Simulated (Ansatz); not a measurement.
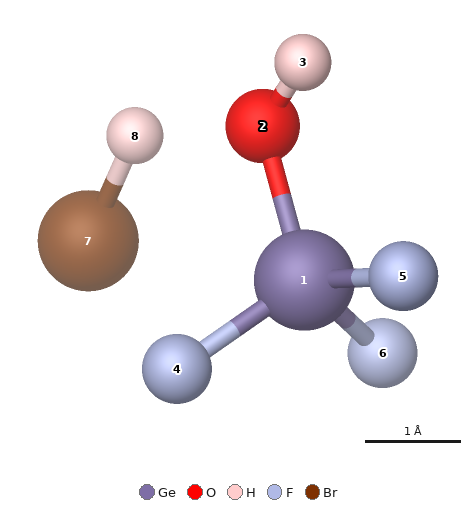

The input geometry (ball-and-stick view, seen at a tilt; atoms are numbered from 1 in the order of the input). Sticks mark near contacts. Bond lengths as drawn: Br–H 1.42 Å, F–Ge 1.69 to 1.70 Å, Ge–O 1.73 Å and H–O 0.96 Å.

## Run report: GeH2BrOF3, nudged elastic band

System: GeH2BrOF3.
Method: RKS BHLYP-D4/def2-SVP (Ansatz 0.2.0).

It belongs to a series of runs on one base structure; here: band between the two ends. Figures and captions count atoms from 1; the log counts them from 0 in places.

**Input**
```yaml
crystal:
  periodic: [false, false, false]
  atoms:
    - { symbol: Ge, position_ang: [-0.172187, 0.094647, 0.01816] }
    - { symbol: O, position_ang: [-0.197894, -0.115751, 1.732065] }
    - { symbol: H, position_ang: [-0.76611, 0.49712, 2.198466] }
    - { symbol: F, position_ang: [1.385309, 0.395732, -0.559034] }
    - { symbol: F, position_ang: [-1.139678, 1.435034, -0.371797] }
    - { symbol: F, position_ang: [-0.79926, -1.242903, -0.800076] }
    - { symbol: Br, position_ang: [1.811395, -2.694907, 1.344598] }
    - { symbol: H, position_ang: [1.066724, -1.833572, 2.189118] }
basis:
  gaussian: { orbitals: def2-SVP }
hamiltonian:
  xc: { name: BHLYP }
  dispersion: d4
neb:
  order_check: false
  images: 6
  f_tol: 0.03
  max_iterations: 60
  climbing: false
  final_atoms:
    - { symbol: Ge, position_ang: [0.46971454, -0.24017422, -0.09601176] }
    - { symbol: O, position_ang: [-0.37123415, -0.3896707, 2.10415388] }
    - { symbol: H, position_ang: [-1.3051245, -0.59132444, 2.02423638] }
    - { symbol: F, position_ang: [0.90814422, -0.10737099, -1.7442943] }
    - { symbol: F, position_ang: [0.36847201, 1.39924975, 0.33339992] }
    - { symbol: F, position_ang: [-1.0632831, -0.98006095, -0.26903841] }
    - { symbol: Br, position_ang: [2.16912417, -1.48492199, 0.74172666] }
    - { symbol: H, position_ang: [0.01248581, -1.07032646, 2.65732764] }
  initial_path:
    images:
      - { positions_ang: [[-0.172187, 0.094647, 0.01816], [-0.197894, -0.115751, 1.732065], [-0.76611, 0.49712, 2.198466], [1.385309, 0.395732, -0.559034], [-1.139678, 1.435034, -0.371797], [-0.79926, -1.242903, -0.800076], [1.811395, -2.694907, 1.344598], [1.066724, -1.833572, 2.189118]] }
      - { positions_ang: [[-0.12640836, 0.06795172, 0.01391729], [-0.13847445, -0.08468447, 1.84381215], [-0.80233463, 0.26959796, 2.2756336], [1.43700709, 0.28835966, -0.56286911], [-1.04927018, 1.41529208, -0.42053819], [-0.79796602, -1.28084287, -0.72957818], [1.70190913, -2.53268894, 1.19800651], [0.96383642, -1.60758515, 2.13311593]] }
      - { positions_ang: [[-0.08062972, 0.04125645, 0.00967458], [-0.07905489, -0.05361793, 1.95555929], [-0.83855926, 0.04207592, 2.35280121], [1.48870517, 0.18098731, -0.56670423], [-0.95886236, 1.39555016, -0.46927937], [-0.79667203, -1.31878274, -0.65908036], [1.59242325, -2.37047088, 1.05141502], [0.86094884, -1.38159829, 2.07711385]] }
      - { positions_ang: [[-0.03485108, 0.01456117, 0.00543188], [-0.01963534, -0.0225514, 2.06730644], [-0.87478388, -0.18544611, 2.42996881], [1.54040326, 0.07361497, -0.57053934], [-0.86845454, 1.37580824, -0.51802056], [-0.79537805, -1.35672261, -0.58858254], [1.48293738, -2.20825282, 0.90482353], [0.75806126, -1.15561144, 2.02111178]] }
      - { positions_ang: [[0.05684914, -0.03327043, -0.01087837], [-0.04439822, -0.06168278, 2.12046199], [-0.95178595, -0.34093818, 2.40507887], [1.47223686, 0.00174311, -0.73986224], [-0.65300454, 1.37069621, -0.41727814], [-0.83309563, -1.31917375, -0.51272003], [1.53404155, -2.03539782, 0.81869906], [0.6074558, -1.04657637, 2.08799887]] }
      - { positions_ang: [[0.19447094, -0.10223836, -0.03925617], [-0.15334353, -0.17101209, 2.11502595], [-1.06956547, -0.42440027, 2.27813137], [1.28420598, -0.03462825, -1.07467293], [-0.31251236, 1.38021405, -0.16705212], [-0.90982479, -1.20613615, -0.43149283], [1.74573575, -1.85190587, 0.79304159], [0.40913247, -1.05449306, 2.27777513]] }
      - { positions_ang: [[0.33209274, -0.17120629, -0.06763397], [-0.26228884, -0.28034139, 2.10958992], [-1.18734498, -0.50786235, 2.15118388], [1.0961751, -0.07099962, -1.40948362], [0.02797983, 1.3897319, 0.0831739], [-0.98655394, -1.09309855, -0.35026562], [1.95742996, -1.66841393, 0.76738413], [0.21080914, -1.06240976, 2.46755138]] }
      - { positions_ang: [[0.46971454, -0.24017422, -0.09601176], [-0.37123415, -0.3896707, 2.10415388], [-1.3051245, -0.59132444, 2.02423638], [0.90814422, -0.10737099, -1.7442943], [0.36847201, 1.39924975, 0.33339992], [-1.0632831, -0.98006095, -0.26903841], [2.16912417, -1.48492199, 0.74172666], [0.01248581, -1.07032646, 2.65732764]] }
```

Command:
```bash
ansatz run input.yaml --threads 4 --pin off --max-ram 5120MiB --backend cpu --events-out ev --progress --plain --runs-dir out
```

**Log**
```
Engine: ansatz 0.2.0, aarch64-unknown-linux-gnu
Functional definition: BHLYP
  parameter a = 0.5
  exchange = (1 - a)*b88_x + a*exact_x
  correlation = lyp_c
1332 factors; integrals over basis functions are off by at most 4.8e-4 eV
mean field evaluation 1: about -136763.9872 eV, gradient 6.1e1 eV
mean field evaluation 2: about -136762.6074 eV, gradient 7.0e1 eV
mean field evaluation 4: about -136769.8450 eV, gradient 1.2e0 eV
mean field evaluation 8: about -136769.8925 eV, gradient 4.2e-2 eV
mean field evaluation 16: about -136769.8925 eV, gradient 1.3e-5 eV
mean field -136769.89253554 eV, -5026.2008447183 hartree, gradient 1.3e-5 eV, S^2 0.000000; 0 other end points of the search recorded, 0 dependent functions left out
the calculation of the forces begins
reference -136769.89270152 eV, -5026.2008508179 hartree; 52, 52 occupied and 78, 78 virtual orbitals, 1332 factors
1336 factors; integrals over basis functions are off by at most 8.4e-4 eV
mean field evaluation 32: about -136770.4305 eV, gradient 4.2e-5 eV
mean field -136770.43050284 eV, -5026.2206146520 hartree, gradient 4.2e-5 eV, S^2 0.000000; 0 other end points of the search recorded, 0 dependent functions left out
[... from here on the field's lines of each further geometry are left out, up to the last ...]
NEB iter   1: max|band force component| = 9.915e0 eV/Å  barrier→ = 2.4113 eV  barrier← = 2.9744 eV  Δτ_max = 0.2000 Å  (220 SCF iters)
NEB iter   2: max|band force component| = 4.026e0 eV/Å  barrier→ = 1.1708 eV  barrier← = 1.7340 eV  Δτ_max = 0.2000 Å  (187 SCF iters)
NEB iter   3: max|band force component| = 2.228e0 eV/Å  barrier→ = 1.1483 eV  barrier← = 1.7115 eV  Δτ_max = 0.1988 Å  (188 SCF iters)
NEB iter   4: max|band force component| = 9.886e-1 eV/Å  barrier→ = 0.9618 eV  barrier← = 1.5249 eV  Δτ_max = 0.1349 Å  (184 SCF iters)
NEB iter   5: max|band force component| = 1.307e0 eV/Å  barrier→ = 0.8419 eV  barrier← = 1.4050 eV  Δτ_max = 0.0696 Å  (188 SCF iters)
NEB iter   6: max|band force component| = 7.211e-1 eV/Å  barrier→ = 0.6963 eV  barrier← = 1.2594 eV  Δτ_max = 0.0698 Å  (186 SCF iters)
NEB iter   7: max|band force component| = 1.273e0 eV/Å  barrier→ = 0.5864 eV  barrier← = 1.1495 eV  Δτ_max = 0.0347 Å  (185 SCF iters)
NEB iter   8: max|band force component| = 4.348e-1 eV/Å  barrier→ = 0.4957 eV  barrier← = 1.0588 eV  Δτ_max = 0.0697 Å  (188 SCF iters)
NEB iter   9: max|band force component| = 2.696e-1 eV/Å  barrier→ = 0.5714 eV  barrier← = 1.1345 eV  Δτ_max = 0.0702 Å  (186 SCF iters)
NEB iter  10: max|band force component| = 3.773e-1 eV/Å  barrier→ = 0.6654 eV  barrier← = 1.2285 eV  Δτ_max = 0.0347 Å  (188 SCF iters)
NEB iter  11: max|band force component| = 2.912e-1 eV/Å  barrier→ = 0.7096 eV  barrier← = 1.2727 eV  Δτ_max = 0.0693 Å  (188 SCF iters)
NEB iter  12: max|band force component| = 3.747e-1 eV/Å  barrier→ = 0.7748 eV  barrier← = 1.3379 eV  Δτ_max = 0.0704 Å  (188 SCF iters)
NEB iter  13: max|band force component| = 3.756e-1 eV/Å  barrier→ = 0.7825 eV  barrier← = 1.3457 eV  Δτ_max = 0.0702 Å  (188 SCF iters)
NEB iter  14: max|band force component| = 3.687e-1 eV/Å  barrier→ = 0.7380 eV  barrier← = 1.3011 eV  Δτ_max = 0.0694 Å  (187 SCF iters)
NEB iter  15: max|band force component| = 4.023e-1 eV/Å  barrier→ = 0.6532 eV  barrier← = 1.2163 eV  Δτ_max = 0.0346 Å  (189 SCF iters)
NEB iter  16: max|band force component| = 3.975e-1 eV/Å  barrier→ = 0.6025 eV  barrier← = 1.1656 eV  Δτ_max = 0.0173 Å  (187 SCF iters)
NEB iter  17: max|band force component| = 2.660e-1 eV/Å  barrier→ = 0.5763 eV  barrier← = 1.1394 eV  Δτ_max = 0.0345 Å  (180 SCF iters)
NEB iter  18: max|band force component| = 2.513e-1 eV/Å  barrier→ = 0.5283 eV  barrier← = 1.0914 eV  Δτ_max = 0.0689 Å  (185 SCF iters)
NEB iter  19: max|band force component| = 2.576e-1 eV/Å  barrier→ = 0.4360 eV  barrier← = 0.9991 eV  Δτ_max = 0.0683 Å  (187 SCF iters)
NEB iter  20: max|band force component| = 3.118e-1 eV/Å  barrier→ = 0.3553 eV  barrier← = 0.9184 eV  Δτ_max = 0.0683 Å  (190 SCF iters)
NEB iter  21: max|band force component| = 3.719e-1 eV/Å  barrier→ = 0.3899 eV  barrier← = 0.9530 eV  Δτ_max = 0.0340 Å  (181 SCF iters)
NEB iter  22: max|band force component| = 1.127e-1 eV/Å  barrier→ = 0.3993 eV  barrier← = 0.9624 eV  Δτ_max = 0.0704 Å  (192 SCF iters)
NEB iter  23: max|band force component| = 7.669e-2 eV/Å  barrier→ = 0.3926 eV  barrier← = 0.9557 eV  Δτ_max = 0.0682 Å  (192 SCF iters)
NEB iter  24: max|band force component| = 9.044e-2 eV/Å  barrier→ = 0.3749 eV  barrier← = 0.9380 eV  Δτ_max = 0.0676 Å  (188 SCF iters)
NEB iter  25: max|band force component| = 1.235e-1 eV/Å  barrier→ = 0.3802 eV  barrier← = 0.9433 eV  Δτ_max = 0.0341 Å  (177 SCF iters)
NEB iter  26: max|band force component| = 1.115e-1 eV/Å  barrier→ = 0.3791 eV  barrier← = 0.9422 eV  Δτ_max = 0.0340 Å  (162 SCF iters)
NEB iter  27: max|band force component| = 9.685e-2 eV/Å  barrier→ = 0.3793 eV  barrier← = 0.9424 eV  Δτ_max = 0.0666 Å  (157 SCF iters)
NEB iter  28: max|band force component| = 4.828e-2 eV/Å  barrier→ = 0.3823 eV  barrier← = 0.9454 eV  Δτ_max = 0.1255 Å  (158 SCF iters)
NEB iter  29: max|band force component| = 7.736e-2 eV/Å  barrier→ = 0.4066 eV  barrier← = 0.9697 eV  Δτ_max = 0.0636 Å  (192 SCF iters)
NEB iter  30: max|band force component| = 6.830e-2 eV/Å  barrier→ = 0.4244 eV  barrier← = 0.9875 eV  Δτ_max = 0.0319 Å  (191 SCF iters)
NEB iter  31: max|band force component| = 5.384e-2 eV/Å  barrier→ = 0.4319 eV  barrier← = 0.9950 eV  Δτ_max = 0.0319 Å  (177 SCF iters)
the calculation of the forces begins
reference -136770.45250530 eV, -5026.2214232273 hartree; 52, 52 occupied and 78, 78 virtual orbitals, 1332 factors
1333 factors; integrals over basis functions are off by at most 8.9e-4 eV
mean field -136769.43651748 eV, -5026.1840863636 hartree, gradient 1.7e-5 eV, S^2 0.000000; 1 other end points of the search recorded, 0 dependent functions left out
the calculation of the forces begins
reference -136769.43667327 eV, -5026.1840920887 hartree; 52, 52 occupied and 78, 78 virtual orbitals, 1333 factors
NEB iter  32: max|band force component| = 2.555e-2 eV/Å  barrier→ = 0.4346 eV  barrier← = 0.9977 eV  Δτ_max = 0.0000 Å  (350 SCF iters)
```

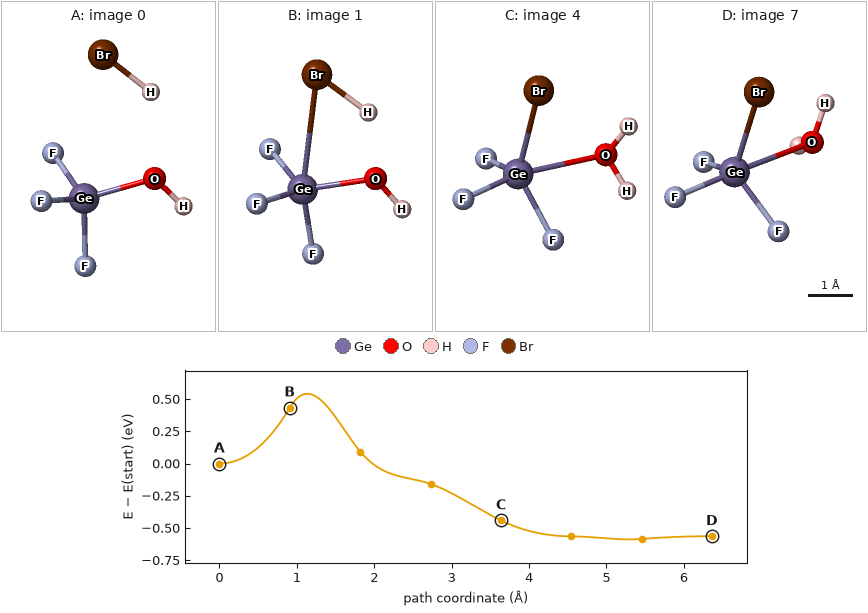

Images of the last band (counted from 0; ball-and-stick, seen at a tilt) above the energy along the path; the line is a cubic interpolation that uses the forces. The highest image is number 1, 0.435 eV above the start and 0.998 eV above the end; the end lies 0.563 eV below the start. The path is 6.36 Å long. The band converged in 32 iterations.

```
Total energy: -136769.70306941 eV, -5026.1938819665 hartree
Atom 0 at    -0.004521    -0.131536     0.078357 Å, force    -0.228427     0.333296     0.046444 eV/Å
Atom 1 at    -0.061214    -0.141309     1.844359 Å, force    -0.134235     0.065669    -0.127997 eV/Å
Atom 2 at    -0.620590     0.525021     2.246745 Å, force    -0.094121     0.096387    -0.127037 eV/Å
Atom 3 at     1.465918     0.428463    -0.548887 Å, force    -0.082103    -0.061317     0.030651 eV/Å
Atom 4 at    -1.127022     1.122669    -0.162714 Å, force    -0.128622     0.317315    -0.221838 eV/Å
Atom 5 at    -0.664859    -1.368487    -0.876753 Å, force     0.012330     0.082441     0.151348 eV/Å
Atom 6 at     1.444980    -2.394777     1.110681 Å, force     0.209446    -0.248662     0.377812 eV/Å
Atom 7 at     0.755607    -1.504643     2.059712 Å, force     0.445733    -0.585129    -0.129382 eV/Å
Dipole moment:    -0.126569     0.071890     0.624593 e Å
this run last wrote the band of iteration 32 to [file]
```

**The last band as extended XYZ (Å, eV, eV/Å)**
```
8
Properties=species:S:1:pos:R:3:forces:R:3 image=0 energy=-136770.13749
Ge   -0.1722    0.0946    0.0182    0.0059  -0.0084  -0.0170
O    -0.1979   -0.1158    1.7321   -0.0036   0.0022  -0.0067
H    -0.7661    0.4971    2.1985   -0.0135   0.0175   0.0249
F     1.3853    0.3957   -0.5590    0.0066   0.0059  -0.0010
F    -1.1397    1.4350   -0.3718   -0.0005  -0.0020   0.0039
F    -0.7993   -1.2429   -0.8001   -0.0043  -0.0024  -0.0019
Br    1.8114   -2.6949    1.3446    0.0158  -0.0209  -0.0092
H     1.0667   -1.8336    2.1891   -0.0063   0.0081   0.0070
8
Properties=species:S:1:pos:R:3:forces:R:3 image=1 energy=-136769.70291
Ge   -0.0045   -0.1315    0.0784   -0.2284   0.3333   0.0464
O    -0.0612   -0.1413    1.8444   -0.1342   0.0657  -0.1280
H    -0.6206    0.5250    2.2467   -0.0941   0.0964  -0.1270
F     1.4659    0.4285   -0.5489   -0.0821  -0.0613   0.0307
F    -1.1270    1.1227   -0.1627   -0.1286   0.3173  -0.2218
F    -0.6649   -1.3685   -0.8768    0.0123   0.0824   0.1513
Br    1.4450   -2.3948    1.1107    0.2094  -0.2487   0.3778
H     0.7556   -1.5046    2.0597    0.4457  -0.5851  -0.1294
8
Properties=species:S:1:pos:R:3:forces:R:3 image=2 energy=-136770.04499
Ge    0.1666   -0.3896   -0.0153    0.1902  -0.2637  -0.0996
O     0.0216   -0.1798    1.9160    0.0852  -0.0372   0.1060
H    -0.6079    0.3886    2.3705    0.0182  -0.1755   0.1475
F     1.5015    0.4642   -0.6324    0.0391   0.0382  -0.1054
F    -0.9704    0.9233   -0.0280    0.1944  -0.2255   0.1830
F    -0.7729   -1.3946   -1.0208   -0.1033  -0.0140  -0.1953
Br    1.4353   -2.2962    0.8310   -0.0381   0.0933  -0.3404
H     0.4144   -0.9805    2.3305   -0.3856   0.5845   0.3043
8
Properties=species:S:1:pos:R:3:forces:R:3 image=3 energy=-136770.29545
Ge    0.2864   -0.4237   -0.0573    0.0218  -0.0090  -0.0131
O    -0.3184   -0.4443    1.9702   -0.0809  -0.0720   0.0160
H    -0.6930    0.3737    2.3051   -0.0157  -0.0041  -0.0142
F     1.4530    0.3467   -1.0482   -0.0125  -0.0338  -0.1019
F    -0.6513    1.0167    0.1480    0.0897   0.0279   0.0466
F    -0.8454   -1.3650   -0.9148   -0.0236   0.0166   0.0207
Br    1.7249   -2.0754    0.7334    0.0661   0.0562  -0.0224
H     0.2322   -0.8932    2.6149   -0.0450   0.0182   0.0682
8
Properties=species:S:1:pos:R:3:forces:R:3 image=4 energy=-136770.57855
Ge    0.3609   -0.3985   -0.0936    0.0307   0.0030  -0.0192
O    -0.5182   -0.6052    1.9806   -0.0784  -0.0615  -0.0023
H    -0.7816    0.2747    2.2589   -0.0378  -0.0363  -0.0185
F     1.2384    0.1353   -1.4641   -0.0695  -0.0760  -0.1407
F    -0.2392    1.1547    0.3335    0.1606   0.0596   0.0733
F    -0.9276   -1.3173   -0.7098   -0.0236   0.0286   0.0662
Br    1.9727   -1.7482    0.8085    0.0849   0.1136   0.0327
H     0.0830   -0.9602    2.6375   -0.0669  -0.0309   0.0087
8
Properties=species:S:1:pos:R:3:forces:R:3 image=5 energy=-136770.70203
Ge    0.4102   -0.3569   -0.1458    0.0028  -0.0105   0.0258
O    -0.6168   -0.5882    1.9520    0.0010   0.0061   0.0064
H    -0.5785    0.2471    2.4188   -0.0062   0.0069  -0.0036
F     0.9893   -0.0074   -1.7168    0.0068   0.0027  -0.0066
F     0.0279    1.2291    0.3652   -0.0036   0.0061   0.0003
F    -0.9005   -1.3683   -0.5241   -0.0114  -0.0049  -0.0073
Br    2.1936   -1.3484    0.8419    0.0091  -0.0014  -0.0090
H    -0.3370   -1.2717    2.5602    0.0015  -0.0051  -0.0060
8
Properties=species:S:1:pos:R:3:forces:R:3 image=6 energy=-136770.72238
Ge    0.4936   -0.2988   -0.0962   -0.0064   0.0024   0.0066
O    -0.2476   -0.4425    2.1425   -0.0037  -0.0089  -0.0034
H    -1.1104   -0.0273    2.1893    0.0312   0.0324   0.0174
F     0.8721   -0.0888   -1.7512    0.0041   0.0019   0.0010
F     0.1746    1.3162    0.3427   -0.0096  -0.0029   0.0013
F    -0.9393   -1.2198   -0.2300    0.0056  -0.0214  -0.0151
Br    2.3157   -1.3604    0.7110    0.0001   0.0080  -0.0022
H    -0.3704   -1.3433    2.4433   -0.0214  -0.0116  -0.0056
8
Properties=species:S:1:pos:R:3:forces:R:3 image=7 energy=-136770.70060
Ge    0.4697   -0.2402   -0.0960    0.0011  -0.0028   0.0097
O    -0.3712   -0.3897    2.1042   -0.0091   0.0122  -0.0055
H    -1.3051   -0.5913    2.0242    0.0166  -0.0078   0.0091
F     0.9081   -0.1074   -1.7443   -0.0031   0.0044  -0.0046
F     0.3685    1.3993    0.3334    0.0104   0.0047  -0.0036
F    -1.0633   -0.9801   -0.2690   -0.0033  -0.0087  -0.0062
Br    2.1691   -1.4849    0.7417   -0.0055   0.0038   0.0025
H     0.0125   -1.0703    2.6573   -0.0072  -0.0059  -0.0013
```

**Results in brief**

- outcome: converged
- barrier, forward: 0.435 eV
- barrier, backward: 0.998 eV
- hardware: 4 threads of Arm Neoverse V1, 24 GiB of memory available, shared host
- wall time: 9.1 min (CPU time 35 min)
- peak memory: 0.42 GiB

**Remarks**

The order of the saddle point was not checked.
